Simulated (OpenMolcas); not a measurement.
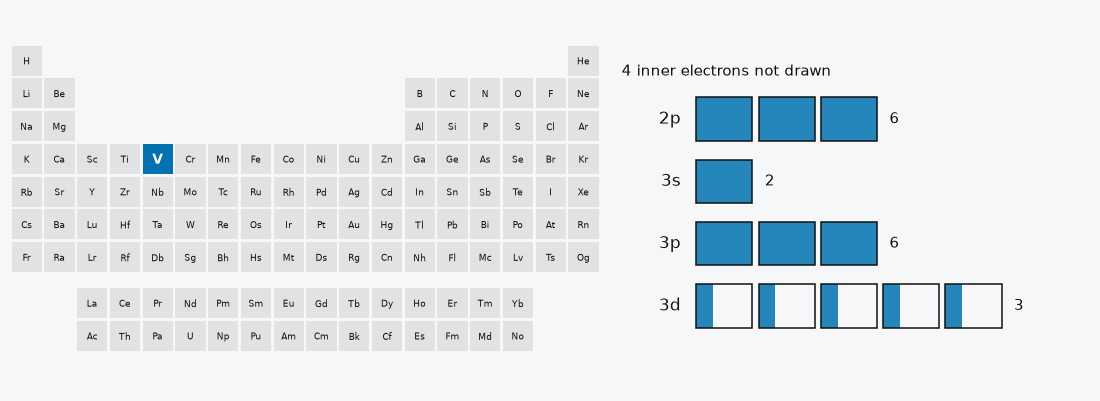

Left, the place of vanadium in the periodic table; right, the outer shells of the leading configuration of the lowest level: a box for each of the 2l + 1 orbitals, shaded by the share of the shell that is filled, with the electron count at the right.

Multiconfigurational calculation for V²⁺ complex (part 1 of 2)

V²⁺ with 8 ligands (F; cube, 2.328 Å), embedded in CaF2 by model potentials and point charges, whose field is part of the energies. Computed at this level: state-averaged CASSCF, active space 3 electrons in the shell 3d, basis ANO-RCC-VDZP on the metal and ANO-RCC-VDZP on the ligands, DKH2 scalar Hamiltonian, spin-orbit coupling by RASSI with atomic mean-field integrals (OpenMolcas).

The input:
```
&GATEWAY
Basis set
V.ANO-RCC-VDZP.
V1 0.0 0.0 0.0 Angstrom
End of basis
Basis set
F.ANO-RCC-VDZP.
L1 1.344071 1.344071 1.344071 Angstrom
L2 1.344071 1.344071 -1.344071 Angstrom
L3 1.344071 -1.344071 1.344071 Angstrom
L4 1.344071 -1.344071 -1.344071 Angstrom
End of basis
Basis set
Ca.EMB-AIMP.Pascual.0s.0s.ECP.CaF2.
PseudoCharge
* 21 symmetry-unique lattice sites within 7.6 angstrom
End of basis
Basis set
F.EMB-AIMP.Pascual.0s.0s.ECP.CaF2.
PseudoCharge
* 40 symmetry-unique lattice sites within 7.6 angstrom
End of basis
Symmetry
XYZ
AngMom=0.0 0.0 0.0
AMFI
RICD
XField
1348 Angstrom 0
* Evjen-weighted lattice charges
&SEWARD
&RASSCF
FileOrb=start.orb
Symmetry=1
Spin=4
nActEl=3 0 0
Inactive=23 26
Ras2=5 0
CIRoot=10 10 1
SDav=10
CIMx=300
Iter=150 100
PrWF=0.3
OrbListing=Nothing
MaxOrb=0
LevShft=1.0
>>> COPY $Project.JobIph JOB001
&RASSCF
FileOrb=start.orb
Symmetry=1
Spin=2
nActEl=3 0 0
Inactive=23 26
Ras2=5 0
CIRoot=40 40 1
SDav=40
CIMx=300
Iter=150 100
PrWF=0.3
OrbListing=Nothing
MaxOrb=0
LevShft=1.0
>>> COPY $Project.JobIph JOB002
&RASSI
NrOfJobIphs=2 10 40
1 2 3 4 5 6 7 8 9 10
1 2 3 4 5 6 7 8 9 10 11 12 13 14 15 16 17 18 19 20 21 22 23 24 25 26 27
28 29 30 31 32 33 34 35 36 37 38 39 40
IphNames
JOB001
JOB002
EJob
SpinOrbit
DIPRint=1.0
SOCoupling=1000.0
Subsets=2
Property=9
'ANGMOM' 1 'ANGMOM' 2 'ANGMOM' 3 'MLTPL  1' 1 'MLTPL  1' 2 'MLTPL  1' 3
'AMFI' 1 'AMFI' 2 'AMFI' 3
SOProperty=3
'ANGMOM' 1 'ANGMOM' 2 'ANGMOM' 3
```

The file start.orb holds starting orbitals from an earlier step. A driver script formed the levels outside the program, from RASSI's spin-orbit matrix and the active-space energies, averaged over the components of each term or state.

Hardware: 1 thread of Intel Xeon (Sapphire Rapids), 16 GiB of memory available, shared host.

Run as:
```bash
OMP_NUM_THREADS=1 MOLCAS_MEM=2457 MOLCAS_PROJECT=a pymolcas a.inp > a.log  # once for each step of the input, in one work folder
```

The program's output (extracts):
```
--- SEWARD ---
Basis set label: V.ANO-RCC...5S4P2D1F.

      Electronic valence basis set:
      ------------------
      Associated Effective Charge  23.000000 au
      Associated Actual Charge     23.000000 au
      Nuclear Model: Point charge

      Shell  nPrim  nBasis  Cartesian Spherical Contaminant
         s      21       5        X
         p      15       4        X
         d      10       2                 X
         f       6       1                 X
                  Relativistic Douglas-Kroll-Hess integrals:
                    - DKH order of Hamiltonian: 2
                    - DKH order of Properties : 0
                  Atomic mean-field integrals
--- RASSCF ---
Wave function specifications:
      -----------------------------

      Number of closed shell electrons          98
      Number of electrons in active shells       3
      Max number of holes in RAS1 space          0
      Max nr of electrons in RAS3 space          0
      Number of inactive orbitals               49
      Number of active orbitals                  5
      Number of secondary orbitals              92
      Spin quantum number                      1.5
      State symmetry                             1
Orbital specifications:
      -----------------------

      Symmetry species                           1   2
                                                ag  au
      Frozen orbitals                            0   0
      Inactive orbitals                         23  26
      Active orbitals                            5   0
      RAS1 orbitals                              0   0
      RAS2 orbitals                              5   0
      RAS3 orbitals                              0   0
      Secondary orbitals                        43  49
      Deleted orbitals                           0   0
      Number of basis functions                 71  75
      Number of CSFs                            10
      Number of root(s) required                10
      Iter CI   SX   CI       RASSCF       Energy    max ROT     max BLB   max BLB  Level Ln srch  Step   QN
          iter iter root      energy       change     param      element    value   shift minimum  type update
 Nr of preliminary CI iterations:   1
      Total energies have been shifted. Add                -1000.00 au
        1   1    9    0  -745.61427940    0.00E+00  -7.11E-02    8  40 2 -3.12E-01*  0.65   0.00    SX    NO
        2   1    9    0  -746.28312316   -6.69E-01* -2.57E-02    4  37 2  3.80E-02*  0.75   0.00    SX    NO
        3   1    8    0  -746.31373862   -3.06E-02* -7.12E-03    5  38 2  2.00E-02*  0.78   0.00    SX    NO
        4   1    8    0  -746.32017659   -6.44E-03*  2.86E-03   16  29 2  1.02E-02*  0.79   0.00    SX    NO
        5   1    8    0  -746.32201596   -1.84E-03*  3.42E-03   16  29 2  6.11E-03*  0.79   2.26    LS   YES
        6   1    8    0  -746.32284184   -8.26E-04* -1.71E-03    5  38 2 -2.32E-03*  0.79   1.05    QN   YES
        7   1    7    0  -746.32291935   -7.75E-05* -1.41E-03    5  38 2 -1.62E-03*  0.79   1.83    LS   YES
        8   1    7    0  -746.32293948   -2.01E-05*  1.69E-04    4  37 2 -1.05E-03*  0.79   1.00    QN   YES
        9   1    6    0  -746.32294537   -5.90E-06* -9.45E-05    5  28 2  1.67E-04*  0.79   1.22    QN   YES
       10   1    6    0  -746.32294607   -6.97E-07* -5.01E-05    4  37 2  1.26E-04*  0.79   1.53    LS   YES
       11   1    6    0  -746.32294610   -2.87E-08* -2.69E-05    4  37 2  1.24E-04*  0.79   0.62    QN   YES
       12   1    5    0  -746.32294618   -7.55E-08* -1.31E-05    5  28 2 -3.75E-05   0.79   1.27    QN   YES
       13   1    4    0  -746.32294618   -7.51E-09  -4.38E-06    5  28 2 -7.11E-06   0.79   1.12    QN   YES
      Convergence after 13 iterations
       14   1    4    0  -746.32294618   -1.79E-09  -4.38E-06    8  40 2 -1.73E-06   0.79   1.12    QN   YES
      Natural orbitals and occupation numbers for root  1
      sym 1:   0.013439   0.013439   0.986561   1.000000   0.986561
      Natural orbitals and occupation numbers for root  2
      sym 1:   0.937248   0.062752   0.062752   1.000000   0.937248
      Natural orbitals and occupation numbers for root  3
      sym 1:   0.022452   0.022452   0.977548   1.000000   0.977548
::    RASSCF root number  1 Total energy:  -1746.35816909
::    RASSCF root number  2 Total energy:  -1746.35816909
::    RASSCF root number  3 Total energy:  -1746.35816909
::    RASSCF root number  4 Total energy:  -1746.33786131
::    RASSCF root number  5 Total energy:  -1746.33786131
::    RASSCF root number  6 Total energy:  -1746.33786131
::    RASSCF root number  7 Total energy:  -1746.31310784
::    RASSCF root number  8 Total energy:  -1746.27608759
::    RASSCF root number  9 Total energy:  -1746.27608759
::    RASSCF root number 10 Total energy:  -1746.27608759
--- RASSCF ---
Wave function specifications:
      -----------------------------

      Number of closed shell electrons          98
      Number of electrons in active shells       3
      Max number of holes in RAS1 space          0
      Max nr of electrons in RAS3 space          0
      Number of inactive orbitals               49
      Number of active orbitals                  5
      Number of secondary orbitals              92
      Spin quantum number                      0.5
      State symmetry                             1
Orbital specifications:
      -----------------------

      Symmetry species                           1   2
                                                ag  au
      Frozen orbitals                            0   0
      Inactive orbitals                         23  26
      Active orbitals                            5   0
      RAS1 orbitals                              0   0
      RAS2 orbitals                              5   0
      RAS3 orbitals                              0   0
      Secondary orbitals                        43  49
      Deleted orbitals                           0   0
      Number of basis functions                 71  75
      Number of CSFs                            40
      Number of root(s) required                40
      Iter CI   SX   CI       RASSCF       Energy    max ROT     max BLB   max BLB  Level Ln srch  Step   QN
          iter iter root      energy       change     param      element    value   shift minimum  type update
 Nr of preliminary CI iterations:   1
      Total energies have been shifted. Add                -1000.00 au
        1   1    9    0  -746.22789783    0.00E+00  -1.02E-02   25  31 1 -1.10E-02*  0.79   0.00    SX    NO
        2   1    9    0  -746.22878540   -8.88E-04*  2.56E-03    8  39 2 -7.98E-03*  0.78   0.00    SX    NO
        3   1    8    0  -746.22893665   -1.51E-04*  1.42E-03    8  39 2 -2.27E-03*  0.78   0.00    SX    NO
        4   1    8    0  -746.22897149   -3.48E-05*  6.74E-04    8  39 2 -1.11E-03*  0.77   0.00    SX    NO
        5   1    7    0  -746.22898039   -8.91E-06*  7.16E-04   16  24 1 -4.80E-04*  0.77   2.07    LS   YES
        6   1    6    0  -746.22898360   -3.20E-06* -6.34E-05    8  39 2  2.25E-04*  0.77   1.00    QN   YES
        7   1    6    0  -746.22898374   -1.44E-07* -9.51E-05   12  29 1  7.09E-05   0.77   2.50    LS   YES
        8   1    6    0  -746.22898377   -2.65E-08* -2.93E-05    8  39 2 -1.61E-04*  0.77   0.61    QN   YES
        9   1    5    0  -746.22898379   -2.55E-08*  4.73E-06   24  29 2  9.85E-06   0.77   1.04    QN   YES
       10   1    4    0  -746.22898380   -3.19E-09  -5.25E-06   12  29 1  7.02E-06   0.77   1.06    QN   YES
      Convergence after 10 iterations
       11   1    4    0  -746.22898380   -5.28E-10  -5.25E-06    8  39 2  1.40E-06   0.77   1.06    QN   YES
      Natural orbitals and occupation numbers for root  1
      sym 1:   0.038152   0.075744   0.074261   1.831359   0.980483
      Natural orbitals and occupation numbers for root  2
      sym 1:   0.051177   0.049694   0.087287   1.831359   0.980483
      Natural orbitals and occupation numbers for root  3
      sym 1:   0.195410   0.184583   0.818105   1.405777   0.396125
::    RASSCF root number  1 Total energy:  -1746.30527931
::    RASSCF root number  2 Total energy:  -1746.30527931
::    RASSCF root number  3 Total energy:  -1746.28811824
::    RASSCF root number  4 Total energy:  -1746.28811824
::    RASSCF root number  5 Total energy:  -1746.28811824
::    RASSCF root number  6 Total energy:  -1746.28666248
::    RASSCF root number  7 Total energy:  -1746.28666248
::    RASSCF root number  8 Total energy:  -1746.28666248
::    RASSCF root number  9 Total energy:  -1746.27041181
::    RASSCF root number 10 Total energy:  -1746.26790140
::    RASSCF root number 11 Total energy:  -1746.26790140
::    RASSCF root number 12 Total energy:  -1746.26790140
::    RASSCF root number 13 Total energy:  -1746.25888393
::    RASSCF root number 14 Total energy:  -1746.25888393
::    RASSCF root number 15 Total energy:  -1746.25888393
::    RASSCF root number 16 Total energy:  -1746.25421458
::    RASSCF root number 17 Total energy:  -1746.25421458
::    RASSCF root number 18 Total energy:  -1746.25421458
::    RASSCF root number 19 Total energy:  -1746.24616489
::    RASSCF root number 20 Total energy:  -1746.24616489
::    RASSCF root number 21 Total energy:  -1746.23590281
::    RASSCF root number 22 Total energy:  -1746.23590281
::    RASSCF root number 23 Total energy:  -1746.23590281
::    RASSCF root number 24 Total energy:  -1746.23460295
::    RASSCF root number 25 Total energy:  -1746.23460295
::    RASSCF root number 26 Total energy:  -1746.23460295
::    RASSCF root number 27 Total energy:  -1746.23436368
::    RASSCF root number 28 Total energy:  -1746.23436368
::    RASSCF root number 29 Total energy:  -1746.19322509
::    RASSCF root number 30 Total energy:  -1746.19322509
```

(Continued in part 2.) Outcome of the run: converged.
